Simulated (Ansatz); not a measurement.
**BCl2H2N: molecular dynamics**

Purpose: to follow the molecule's vibrations and see whether its bonds hold. The start is relaxed first. Runs: 40 steps of 2.5 fs at constant energy, with velocities drawn for 500 K. SMILES of the start: NB(Cl)Cl.

All numbers below are computed with Ansatz 0.2.0 (RKS B3LYP/STO-3G).

### 1 The system as given

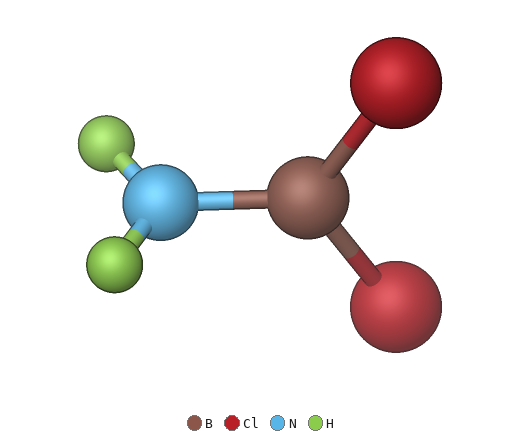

The starting structure, seen from a free direction (boron brown, chlorine red, nitrogen blue, hydrogen green).

As a file:

```xyz
6

B     0.0000    0.0000    0.0000
Cl    0.0000    0.0000    1.8600
N     1.3423    0.0000   -0.7750
H     1.8089   -0.9179   -1.0268
H     1.7937    0.9179   -1.0532
Cl   -1.6108    0.0000   -0.9300
```

### 2 Preparing the start

The input, input.yaml:

```yaml
crystal:
  periodic: [false, false, false]
  atoms:
    - { symbol: B, position_ang: [0.0, 0.0, 0.0] }
    - { symbol: Cl, position_ang: [0.0, 0.0, 1.86] }
    - { symbol: "N", position_ang: [1.3423, 0.0, -0.775] }
    - { symbol: H, position_ang: [1.8089, -0.9179, -1.0268] }
    - { symbol: H, position_ang: [1.7937, 0.9179, -1.0532] }
    - { symbol: Cl, position_ang: [-1.6108, 0.0, -0.93] }
basis:
  gaussian: { orbitals: STO-3G }
hamiltonian:
  xc: b3lyp
relax:
  f_tol: 0.02
  max_steps: 40
```

Run with:

```
> ansatz run input.yaml --threads 1 --pin off --max-ram 2048MiB --backend cpu --events-out ev --progress --plain --runs-dir out
```

The program printed, cut to the lines that bear on the results:

```text
Warning: RAYON_NUM_THREADS=1 ignored (pool sized by the plan → 1); use --threads N
[...]
Functional definition: B3LYP
[...]
395 factors; integrals over basis functions are off by at most 1.8e-5 eV
[...]
mean field -26944.80197530 eV, -990.2032087496 hartree, gradient 4.2e-6 eV, S^2 0.000000; 0 other end points of the search recorded, 0 dependent functions left out
[...]
reference -26944.80215560 eV, -990.2032153755 hartree; 24, 24 occupied and 6, 6 virtual orbitals, 395 factors
relax step   1: F+E_penalty+E_count = -26944.80197530 eV  Δ(F+E_penalty+E_count) = +0.000e0 eV  max|allowed force component| = 3.080e0 eV/Å  Δτ_max = 0.0000 Å  (21 SCF iters, accepted)
[...]
relax step   3: F+E_penalty+E_count = -26945.51641126 eV  Δ(F+E_penalty+E_count) = -2.535e-1 eV  max|allowed force component| = 1.004e0 eV/Å  Δτ_max = 0.1950 Å  (26 SCF iters, accepted)
[...]
relax step   5: F+E_penalty+E_count = -26946.18769154 eV  Δ(F+E_penalty+E_count) = -2.771e-1 eV  max|allowed force component| = 1.726e0 eV/Å  Δτ_max = 0.1988 Å  (29 SCF iters, accepted)
[...]
relax step   7: F+E_penalty+E_count = -26946.64771880 eV  Δ(F+E_penalty+E_count) = -1.221e-1 eV  max|allowed force component| = 1.277e-1 eV/Å  Δτ_max = 0.1956 Å  (21 SCF iters, accepted)
[...]
relax step   9: F+E_penalty+E_count = -26946.64915609 eV  Δ(F+E_penalty+E_count) = +5.881e-5 eV  max|allowed force component| = 4.909e-2 eV/Å  Δτ_max = 0.0064 Å  (24 SCF iters, rejected (line search))
[...]
relax step  10: F+E_penalty+E_count = -26946.64933728 eV  Δ(F+E_penalty+E_count) = -1.224e-4 eV  max|allowed force component| = 6.009e-4 eV/Å  Δτ_max = 0.0024 Å  (18 SCF iters, accepted)
397 factors; integrals over basis functions are off by at most 5.1e-5 eV
mean field -26946.64933728 eV, -990.2710980500 hartree, gradient 1.2e-5 eV, S^2 0.000000; 1 other end points of the search recorded, 0 dependent functions left out
[...]
reference -26946.64950896 eV, -990.2711043593 hartree; 24, 24 occupied and 6, 6 virtual orbitals, 397 factors
Total energy: -26946.64950896 eV, -990.2711043593 hartree
Atom 0 at     0.047333    -0.000011    -0.027339 Å, force    -0.000222     0.000094     0.000181 eV/Å
Atom 1 at    -0.000929    -0.598181     1.668546 Å, force     0.000176     0.000051     0.000033 eV/Å
Atom 2 at     1.249596    -0.000001    -0.721467 Å, force     0.000174    -0.000022    -0.000124 eV/Å
Atom 3 at     2.144456    -0.333327    -0.308203 Å, force    -0.000401     0.000034    -0.000499 eV/Å
Atom 4 at     1.339122     0.333337    -1.703068 Å, force     0.000233    -0.000048     0.000601 eV/Å
Atom 5 at    -1.445478     0.598184    -0.833468 Å, force     0.000041    -0.000109    -0.000192 eV/Å
Dipole moment:     0.701983    -0.000004    -0.405296 e Å
```

Run time: 16 s. Hardware: 1 thread of Arm Neoverse V1, shared host; peak memory 0.12 GiB.

Relaxation path:

| step | energy from step 1 (eV) | largest force component (eV/Å) |
| --- | --- | --- |
| 1 | 0.0000 | 3.0804 |
| 2 | -0.4609 | 1.3390 |
| 3 | -0.7144 | 1.0036 |
| 4 | -1.1086 | 0.6097 |
| 5 | -1.3857 | 1.7262 |
| 6 | -1.7236 | 1.1593 |
| 7 | -1.8457 | 0.1277 |
| 8 | -1.8472 | 0.0850 |
| 9x | -1.8472 | 0.0491 |
| 10 | -1.8474 | 0.0006 |

Step 1 is the start. 1 step was tried and not accepted (9; marked x where the table lists them).

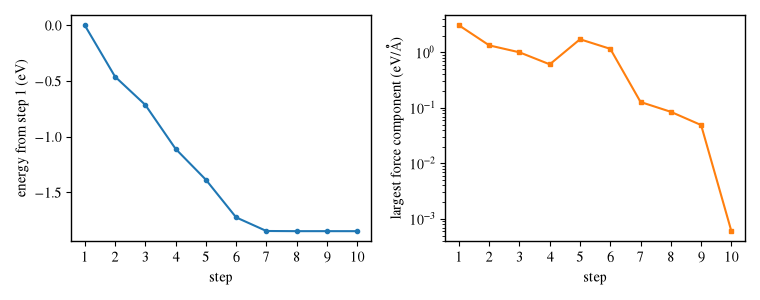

Energy and largest force along the relaxation.

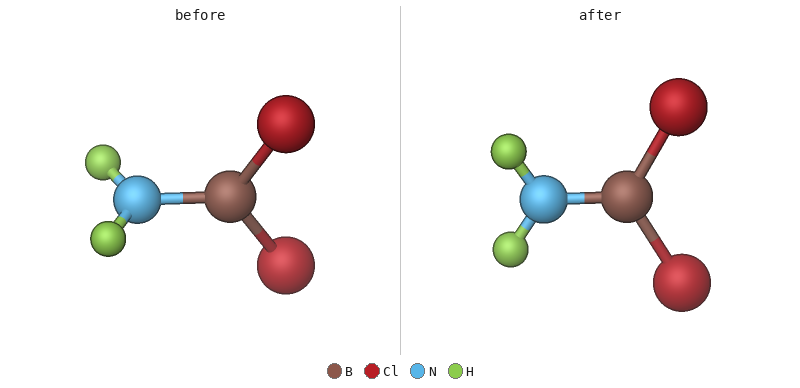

Before and after, at one scale.

After: Bond lengths: B1–Cl2 1.799 Å, B1–N3 1.388 Å, N3–H4 1.041 Å, N3–H5 1.041 Å, B1–Cl6 1.799 Å. Angles: Cl2–B1–N3 119.6°, Cl2–B1–Cl6 120.7°, N3–B1–Cl6 119.6°, B1–N3–H4 123.1°, B1–N3–H5 123.1°, H4–N3–H5 113.8°.

### 3 Dynamics

40 steps of 2.5 fs at constant energy, with velocities drawn for 500 K, from the relaxed start.

The input, input.yaml:

```yaml
crystal:
  periodic: [false, false, false]
  atoms:
    - { symbol: B, position_ang: [0.047333, -1.1e-05, -0.027339] }
    - { symbol: Cl, position_ang: [-0.000929, -0.598181, 1.668546] }
    - { symbol: "N", position_ang: [1.249596, -1.0e-06, -0.721467] }
    - { symbol: H, position_ang: [2.144456, -0.333327, -0.308203] }
    - { symbol: H, position_ang: [1.339122, 0.333337, -1.703068] }
    - { symbol: Cl, position_ang: [-1.445478, 0.598184, -0.833468] }
basis:
  gaussian: { orbitals: STO-3G }
hamiltonian:
  xc: b3lyp
md:
  timestep: 2.5
  n_steps: 40
  ensemble: nve
  temperature: 500.0
  initial_velocities: maxwell_boltzmann
  seed: 647061
```

Run with:

```
> ansatz run input.yaml --threads 1 --pin off --max-ram 2048MiB --backend cpu --events-out ev --progress --plain --runs-dir out
```

The program printed, cut to the lines that bear on the results:

```text
Warning: RAYON_NUM_THREADS=1 ignored (pool sized by the plan → 1); use --threads N
[...]
Functional definition: B3LYP
[...]
403 factors; integrals over basis functions are off by at most 1.5e-5 eV
[...]
mean field -26946.64933781 eV, -990.2710980695 hartree, gradient 2.6e-6 eV, S^2 0.000000; 0 other end points of the search recorded, 0 dependent functions left out
[...]
reference -26946.64950946 eV, -990.2711043776 hartree; 24, 24 occupied and 6, 6 virtual orbitals, 403 factors
md step     0: t =     0.00 fs  T =   500.0 K  F+E_penalty+E_count = -26946.64933781 eV  E_kin = 0.258520 eV  conserved = -26946.39081781 eV  (19 SCF iters)
[...]
md step    10: t =    25.00 fs  T = 1052736.2 K  F+E_penalty+E_count = -26934.27982304 eV  E_kin = 544.306734 eV  conserved = -26389.97308893 eV  (35 SCF iters)
[...]
md step    39: t =    97.50 fs  T = 1042296.1 K  F+E_penalty+E_count = -26920.13088434 eV  E_kin = 538.908789 eV  conserved = -26381.22209526 eV  (301 SCF iters)
[...]
md step    40: t =   100.00 fs  T = 1042054.8 K  F+E_penalty+E_count = -26920.00580239 eV  E_kin = 538.783992 eV  conserved = -26381.22181066 eV  (1509 SCF iters)
Total energy: -26920.00612902 eV, -989.2919782060 hartree
Atom 0 at    -1.195602     0.456920    -0.098480 Å, force     1.221662    -1.225349     1.870784 eV/Å
Atom 1 at     0.237983    -0.587937     1.254622 Å, force    -2.554366     1.664981    -1.989771 eV/Å
Atom 2 at    -7.703995     3.254956   -11.317101 Å, force    -0.011719     0.012289     0.000927 eV/Å
Atom 3 at   200.472437   -68.465666   135.260332 Å, force    -0.000018     0.000007    -0.000012 eV/Å
Atom 4 at   -13.934552     9.765632   -10.925226 Å, force     0.011852    -0.012365    -0.000707 eV/Å
Atom 5 at    -2.972674     0.831608     0.196109 Å, force     1.332589    -0.439563     0.118778 eV/Å
Dipole moment:     1.091960    -0.227248     0.334161 e Å
```

It took 3.1 min on 1 thread of Arm Neoverse V1, shared host; peak memory 0.095 GiB.

### 4 The trajectory

One step in 3; energies are changes from step 0:

| time (fs) | T (K) | potential energy change (meV/atom) | total energy change (meV/atom) |
| --- | --- | --- | --- |
| 0.0 | 500 | 0.0 | 0.00 |
| 7.5 | 471 | 13.0 | 10.49 |
| 15.0 | 453 | 444.5 | 440.46 |
| 22.5 | 1056732 | 1643.5 | 92662.54 |
| 30.0 | 1040213 | 3320.2 | 92915.73 |
| 37.5 | 1041195 | 3173.4 | 92853.58 |
| 45.0 | 1042351 | 3235.6 | 93015.38 |
| 52.5 | 1040461 | 3836.7 | 93453.59 |
| 60.0 | 1043689 | 3391.0 | 93286.14 |
| 67.5 | 1044478 | 4243.6 | 94206.65 |
| 75.0 | 1044309 | 4242.0 | 94190.42 |
| 82.5 | 1043759 | 4291.6 | 94192.70 |
| 90.0 | 1043498 | 4315.1 | 94193.66 |
| 97.5 | 1042296 | 4419.7 | 94194.79 |
| 100.0 | 1042055 | 4440.6 | 94194.83 |

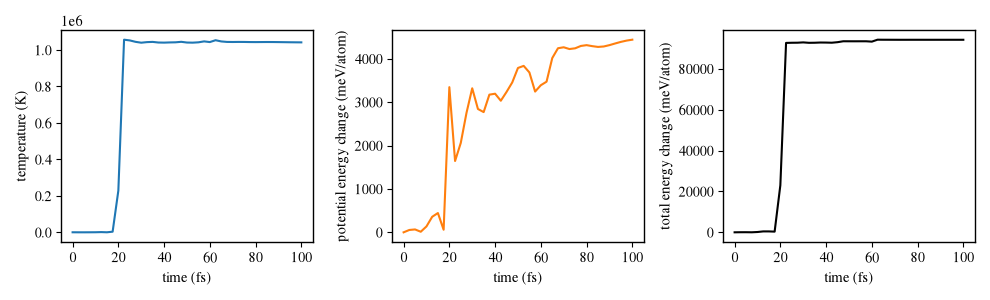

Time series of the run, each on its own scale.

Bonds that form or break, judged by distance (formed within 1.15 times the sum of covalent radii and held on average over 10 fs, broken when stretched by half; pairs already stretched at the start don't count as bonds):

| time (fs) | bond | event |
| --- | --- | --- |
| 22.5 | N3–H4 | breaks |
| 27.5 | N3–Cl6 | forms |
| 32.5 | B1–N3 | breaks |
| 40.0 | N3–Cl6 | breaks |
| 47.5 | N3–H5 | breaks |

### 5 Outcome

```
                          quantity                                      value
           relaxation of the start                    8 moves, 1.847 eV lower
                            length                         40 steps of 2.5 fs
  temperature, first and last step                          500 and 1042055 K
          temperature, second half  mean 1044079 K, from 1040461 to 1053794 K
     potential energy, second half              +4085 meV/atom from the start
largest change of the total energy                          94238.30 meV/atom
            bonds formed or broken                                          5
```

The run blows up, reaching 1056732 K, so it describes no real motion. 100 fs on 6 atoms is far too short and small for converged averages. The nuclei move classically, without zero-point motion, which matters most for hydrogen. The basis is very small, so the numbers are rough.
